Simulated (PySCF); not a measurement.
# C4H5Cl: excited states, first hyperpolarisability

What do calculations give for the excited states, first hyperpolarisability of C4H5Cl (`CC#CCCl`)?

Programs: PySCF 2.14.0, with routines of our own; each step states its level. All values are computed. Atoms count from 0.

## 1. The starting structure

10 atoms, charge 0, multiplicity 1; geometry from: GFN2-xTB.

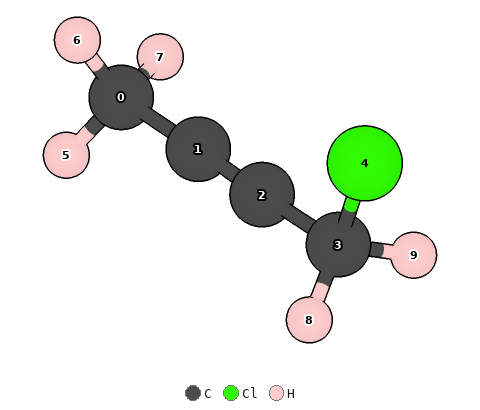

The starting geometry (carbon dark grey, chlorine green, hydrogen pink).

## 2. Geometry optimisation at PBE0-D3(BJ)/def2-TZVP

What the job is given:

```
{"job": {"xc": "PBE0", "basis": "def2-TZVP", "d3": "d3bj", "grid": 2, "kind": "geom"}, "charge": 0, "multiplicity": 1}
C     -2.062759     0.187304    -0.171712
C     -0.628859     0.018838    -0.213742
C      0.557108    -0.153681    -0.265651
C      1.988420    -0.299592    -0.285889
Cl     2.771064     1.024359     0.663183
H     -2.549253    -0.783103    -0.077187
H     -2.333423     0.804085     0.684649
H     -2.410173     0.672321    -1.083345
H      2.296955    -1.238612     0.175899
H      2.379803    -0.227264    -1.301574
```

Started as:

```console
$ OMP_NUM_THREADS=1 python excited_run.py task.json out
```

This one command runs all jobs of the session in turn.

The log of the run:

```text
step   0  E = -615.30125201  max force = 0.003758
step   1  E = -615.30172437  max force = 0.002264
step   2  E = -615.30175513  max force = 0.001269
step   3  E = -615.30177133  max force = 0.000885
step   4  E = -615.30177973  max force = 0.000400
optimisation converged
```

It took 35 s on 1 thread of Arm Neoverse V2, shared host; peak memory 0.79 GiB.

Along the way:

```
step  energy from step 0 (eV)  largest force component (eV/Å)
   0                   0.0000                          0.1932
   1                  -0.0129                          0.1164
   2                  -0.0137                          0.0653
   3                  -0.0141                          0.0455
   4                  -0.0144                          0.0206
```

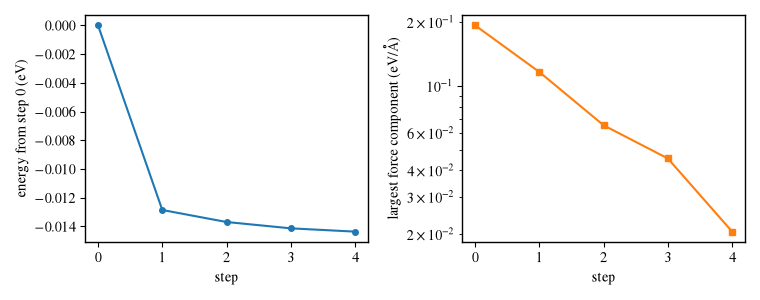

Energy and largest force along the relaxation.

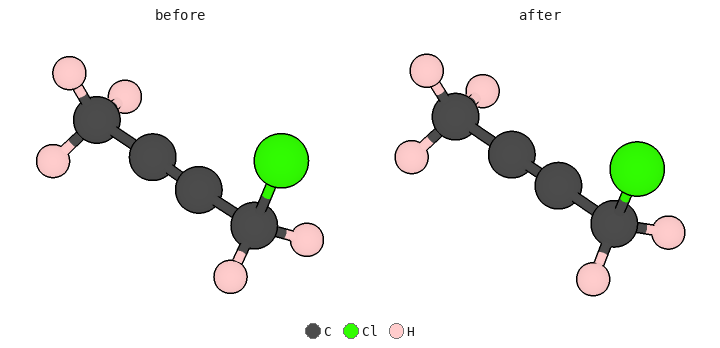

Before and after, at one scale.

Close pairs (by a distance rule), those that changed most:

```
  bond  before (Å)  after (Å)  change (Å)
C3–Cl4       1.807      1.797      -0.011
 C0–C1       1.444      1.449      +0.005
 C0–H6       1.090      1.093      +0.003
 C0–H7       1.090      1.092      +0.003
 C0–H5       1.090      1.092      +0.003
 C2–C3       1.439      1.442      +0.003
 C1–C2       1.200      1.202      +0.002
 C3–H8       1.091      1.090      -0.001
```

The end geometry stands in the next job.

```
                         at the end point                 value
  point group (found at 0.08 Å tolerance)                    C1
rotational constants (GHz, main isotopes)  16.320, 1.493, 1.392
                        dipole moment (D)                  2.28
```

## 3. Excited states: TDA CAM-B3LYP/def2-TZVPD

What the job is given:

```
{"job": {"kind": "states", "xc": "CAM-B3LYP", "basis": "def2-TZVPD", "tda": true, "soc": true, "nstates": 6, "ntriplets": 5, "nquad": 4}, "charge": 0, "multiplicity": 1}
C     -2.068534     0.206626    -0.153061
C     -0.631817     0.028069    -0.209753
C      0.560752    -0.113222    -0.250379
C      1.989541    -0.296001    -0.308321
Cl     2.867805     0.849060     0.761918
H     -2.580946    -0.755446    -0.080848
H     -2.345165     0.800989     0.721193
H     -2.436619     0.722809    -1.042592
H      2.275608    -1.296845     0.013976
H      2.371732    -0.128048    -1.315023
```

Level: TDA CAM-B3LYP/def2-TZVPD excited states, vertical, gas phase, spin-orbit mean-field couplings.

The log of the run:

```text
coarse grid: 9072 points
cycle   1  E = -615.5329646833  dE =  6.297e-01  |g| = 3.741e-01  |ddm| = 6.265e+00
cycle   2  E = -615.5441246363  dE = -1.116e-02  |g| = 3.435e-01  |ddm| = 1.261e+00
cycle   3  E = -615.5699192852  dE = -2.579e-02  |g| = 6.852e-02  |ddm| = 4.561e-01
cycle   4  E = -615.5705188085  dE = -5.995e-04  |g| = 4.845e-02  |ddm| = 1.027e-01
cycle   5  E = -615.5710542095  dE = -5.354e-04  |g| = 8.032e-03  |ddm| = 4.739e-02
cycle   6  E = -615.5710697181  dE = -1.551e-05  |g| = 2.108e-03  |ddm| = 1.321e-02
cycle   7  E = -615.5710710722  dE = -1.354e-06  |g| = 4.176e-04  |ddm| = 3.828e-03
final grid: 83440 points
cycle   8  E = -615.5648978157  dE = -2.288e-05  |g| = 3.927e-03  |ddm| = 1.143e-01
cycle   9  E = -615.5648984059  dE = -5.902e-07  |g| = 3.452e-03  |ddm| = 1.214e-02
cycle  10  E = -615.5649009975  dE = -2.592e-06  |g| = 2.796e-04  |ddm| = 4.561e-03
cycle  11  E = -615.5649010142  dE = -1.664e-08  |g| = 1.298e-04  |ddm| = 6.685e-04
cycle  12  E = -615.5649010180  dE = -3.868e-09  |g| = 3.930e-05  |ddm| = 2.299e-04
cycle  13  E = -615.5649010184  dE = -3.332e-10  |g| = 2.048e-05  |ddm| = 5.954e-05
converged SCF energy = -615.5649010184

Singlet excitations
state   eV       nm        f     d(h-e)  d(exc)  Lambda  PR(NTO)  |dmu|/D   mu/D   main configurations
  1   5.8984   210.2   0.00012   0.749   2.774   0.380   1.040    2.902    5.136   H->L+1 0.58, H->L 0.18, H->L+4 0.09
  2   6.4194   193.1   0.05630   0.544   2.788   0.504   1.729    2.011    4.173   H-1->L+1 0.39, H-1->L 0.21, H->L+6 0.17
  3   6.7291   184.3   0.00809   0.339   3.447   0.380   1.185    1.805    1.328   H->L 0.72, H->L+1 0.12
  4   6.8536   180.9   0.01351   0.357   3.485   0.431   1.170    1.729    0.927   H-1->L 0.67, H-1->L+1 0.16
  5   6.8781   180.3   0.00088   0.179   2.594   0.385   1.339                     H-1->L+6 0.55, H-1->L+3 0.15
  6   6.9563   178.2   0.00372   0.536   2.636   0.389   1.463                     H-2->L+1 0.48, H-2->L 0.25

Triplet excitations (Tamm-Dancoff)
state   eV     d(h-e)  d(exc)  Lambda  PR(NTO)   main configurations
  1   5.1441   0.328   2.486   0.494   1.275   H-1->L+1 0.47, H-1->L 0.11, H-1->L+4 0.10
  2   5.4796   0.491   2.598   0.378   1.220   H->L+1 0.52, H->L 0.14, H->L+4 0.10
  3   5.8070   0.087   2.308   0.558   1.287   H->L+6 0.53, H->L+3 0.12
  4   6.1526   0.517   2.425   0.384   1.408   H-2->L+1 0.46, H-2->L 0.21
  5   6.2543   0.587   2.407   0.408   1.147   H-3->L+1 0.52, H-3->L 0.24
S1 - T1 = 0.7543 eV

Spin-orbit couplings |<S|Hso|T>| (cm-1)
             T1       T2       T3       T4       T5
S0       43.631   59.918   41.488  213.453  229.594
S1       23.234    1.106   15.704    2.775   58.811
S2        6.022   36.198    1.360   99.172   54.265
S3       16.895    7.822   11.621    0.613   65.495
S4        2.459   15.361    3.270   51.785   14.863
S5       22.987    3.008   24.443    8.723   74.588
S6       70.845    1.268   49.312    2.188  240.086
T1 sublevels (cm-1): 0.000 0.446 0.502   radiative rates (1/s): 1.45 42.3 87.8
```

Wall time 24 s (1 thread of Arm Neoverse V2, shared host); peak memory 0.85 GiB.

In short:

```
  quantity    value
S1 less T1  0.75 eV
```

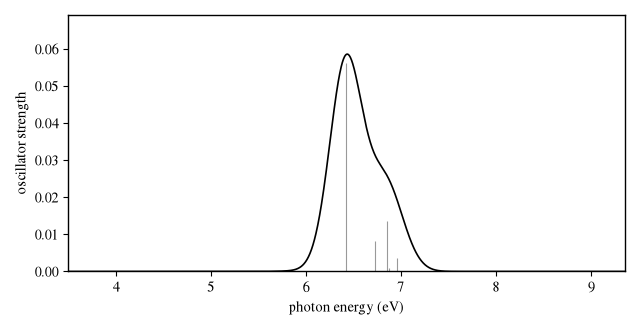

Absorption lines of the singlets. Lines are broadened to a width of 0.40 eV (Gaussian).

## 4. Excited states: TDDFT CAM-B3LYP/def2-TZVPD

Settings changed since step 3:

```diff
@@ -1,2 +1,2 @@
-{"job": {"kind": "states", "xc": "CAM-B3LYP", "basis": "def2-TZVPD", "tda": true, "soc": true, "nstates": 6, "ntriplets": 5, "nquad": 4}, "charge": 0, "multiplicity": 1}
+{"job": {"kind": "states", "xc": "CAM-B3LYP", "basis": "def2-TZVPD", "tpa": true, "nstates": 8, "nquad": 6, "ntriplets": 0}, "charge": 0, "multiplicity": 1}
 C     -2.068534     0.206626    -0.153061
```

Method: TDDFT CAM-B3LYP/def2-TZVPD excited states, vertical, gas phase, two-photon moments by quadratic response.

The log of the run:

```text
coarse grid: 9072 points
cycle   1  E = -615.5329646833  dE =  6.297e-01  |g| = 3.741e-01  |ddm| = 6.265e+00
cycle   2  E = -615.5441246363  dE = -1.116e-02  |g| = 3.435e-01  |ddm| = 1.261e+00
cycle   3  E = -615.5699192852  dE = -2.579e-02  |g| = 6.852e-02  |ddm| = 4.561e-01
cycle   4  E = -615.5705188085  dE = -5.995e-04  |g| = 4.845e-02  |ddm| = 1.027e-01
cycle   5  E = -615.5710542095  dE = -5.354e-04  |g| = 8.032e-03  |ddm| = 4.739e-02
cycle   6  E = -615.5710697181  dE = -1.551e-05  |g| = 2.108e-03  |ddm| = 1.321e-02
cycle   7  E = -615.5710710722  dE = -1.354e-06  |g| = 4.176e-04  |ddm| = 3.828e-03
final grid: 83440 points
cycle   8  E = -615.5648978157  dE = -2.288e-05  |g| = 3.927e-03  |ddm| = 1.143e-01
cycle   9  E = -615.5648984059  dE = -5.902e-07  |g| = 3.452e-03  |ddm| = 1.214e-02
cycle  10  E = -615.5649009975  dE = -2.592e-06  |g| = 2.796e-04  |ddm| = 4.561e-03
cycle  11  E = -615.5649010142  dE = -1.664e-08  |g| = 1.298e-04  |ddm| = 6.685e-04
cycle  12  E = -615.5649010180  dE = -3.868e-09  |g| = 3.930e-05  |ddm| = 2.299e-04
cycle  13  E = -615.5649010184  dE = -3.332e-10  |g| = 2.048e-05  |ddm| = 5.954e-05
converged SCF energy = -615.5649010184

Singlet excitations
state   eV       nm        f     d(h-e)  d(exc)  Lambda  PR(NTO)  |dmu|/D   mu/D   delta(TPA)   sigma/GM   main configurations
  1   5.8731   211.1   0.00008   0.752   2.781   0.381   1.034    2.857    5.092        0.05      0.001   H->L+1 0.58, H->L 0.18, H->L+4 0.10
  2   6.3792   194.4   0.05946   0.541   2.771   0.504   1.728    2.070    4.234       77.75      1.159   H-1->L+1 0.41, H-1->L 0.21, H->L+6 0.15
  3   6.7170   184.6   0.00562   0.350   3.404   0.381   1.302    1.763    1.381        0.97      0.016   H->L 0.68, H->L+1 0.10
  4   6.8448   181.1   0.01078   0.326   3.306   0.422   1.300    1.527    1.034        5.93      0.102   H-1->L 0.52, H-1->L+1 0.12, H-1->L+6 0.11
  5   6.8521   180.9   0.00316   0.248   2.853   0.396   1.617    1.014    1.352        2.35      0.040   H-1->L+6 0.37, H-1->L 0.14, H-1->L+3 0.10
  6   6.9124   179.4   0.00402   0.462   2.632   0.388   1.828    1.312    1.065        3.05      0.053   H-2->L+1 0.42, H-2->L 0.22, H-1->L+6 0.13
  7   6.9975   177.2   0.00164   0.610   2.714   0.418   1.398                                            H-3->L+1 0.50, H-3->L 0.26
  8   7.4932   165.5   0.00232   0.342   3.987   0.290   1.234                                            H->L+2 0.83
```

Run time: 30 s. Hardware: 1 thread of Arm Neoverse V2, shared host; peak memory 0.86 GiB.

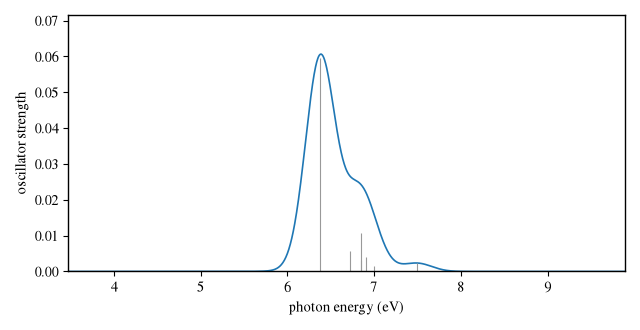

Absorption lines of the singlets. Lines are broadened to a width of 0.40 eV (Gaussian).

## 5. First hyperpolarisability: quadratic response CAM-B3LYP/def2-TZVPD

Settings changed since step 4:

```diff
@@ -1,2 +1,2 @@
-{"job": {"kind": "states", "xc": "CAM-B3LYP", "basis": "def2-TZVPD", "tpa": true, "nstates": 8, "nquad": 6, "ntriplets": 0}, "charge": 0, "multiplicity": 1}
+{"job": {"kind": "beta", "xc": "CAM-B3LYP", "basis": "def2-TZVPD"}, "charge": 0, "multiplicity": 1}
 C     -2.068534     0.206626    -0.153061
```

Method: quadratic response CAM-B3LYP/def2-TZVPD first hyperpolarisability, Taylor convention, gas phase.

The log of the run:

```text
coarse grid: 9072 points
cycle   1  E = -615.5329646833  dE =  6.297e-01  |g| = 3.741e-01  |ddm| = 6.265e+00
cycle   2  E = -615.5441246363  dE = -1.116e-02  |g| = 3.435e-01  |ddm| = 1.261e+00
cycle   3  E = -615.5699192852  dE = -2.579e-02  |g| = 6.852e-02  |ddm| = 4.561e-01
cycle   4  E = -615.5705188085  dE = -5.995e-04  |g| = 4.845e-02  |ddm| = 1.027e-01
cycle   5  E = -615.5710542095  dE = -5.354e-04  |g| = 8.032e-03  |ddm| = 4.739e-02
cycle   6  E = -615.5710697181  dE = -1.551e-05  |g| = 2.108e-03  |ddm| = 1.321e-02
cycle   7  E = -615.5710710722  dE = -1.354e-06  |g| = 4.176e-04  |ddm| = 3.828e-03
final grid: 83440 points
cycle   8  E = -615.5648978157  dE = -2.288e-05  |g| = 3.927e-03  |ddm| = 1.143e-01
cycle   9  E = -615.5648984059  dE = -5.902e-07  |g| = 3.452e-03  |ddm| = 1.214e-02
cycle  10  E = -615.5649009975  dE = -2.592e-06  |g| = 2.796e-04  |ddm| = 4.561e-03
cycle  11  E = -615.5649010142  dE = -1.664e-08  |g| = 1.298e-04  |ddm| = 6.685e-04
cycle  12  E = -615.5649010180  dE = -3.868e-09  |g| = 3.930e-05  |ddm| = 2.299e-04
cycle  13  E = -615.5649010184  dE = -3.332e-10  |g| = 2.048e-05  |ddm| = 5.954e-05
converged SCF energy = -615.5649010184

Lowest singlets (eV, f): 5.8731 0.0001  6.3792 0.0595  6.7170 0.0056

First hyperpolarisability (au)
process     nm      |vector|   parallel      HRS      DR
static         -      188.74     101.53      74.99   5.821
shg       1907.0      199.25     107.25      79.17     5.8
eope      1907.0      192.15     103.39          -       -
shg       1064.0      225.76     121.66      89.74   5.751
eope      1064.0      200.03     107.67          -       -
```

Wall time 23 s (1 thread of Arm Neoverse V2, shared host); peak memory 0.86 GiB.

## 6. Summary of results

| quantity | value |
| --- | --- |
| point group | C1 |
| rotational constants (main isotopes) | 16.32, 1.49, 1.39 GHz |
| S1 less T1 (step 3, TDA CAM-B3LYP/def2-TZVPD) | 0.75 eV |
| β vector (step 5, quadratic response CAM-B3LYP/def2-TZVPD) | static 189, SHG 1907.0 nm 199, SHG 1064.0 nm 226 au |

What this shows: Relaxing lowered the energy by 0.014 eV in 4 steps; the close pair that moved most is C3–Cl4, from 1.807 to 1.797 Å. In step 3, the number of triplets below S1 is 3, and the largest singlet-triplet spin-orbit coupling is S6–T5, 240.09 cm⁻¹. In step 4 some excited states are degenerate or nearly so. β grows from 189 au (static) to 226 au for doubling at 1064.0 nm: normal dispersion, which grows as twice the photon energy moves toward the bright states.
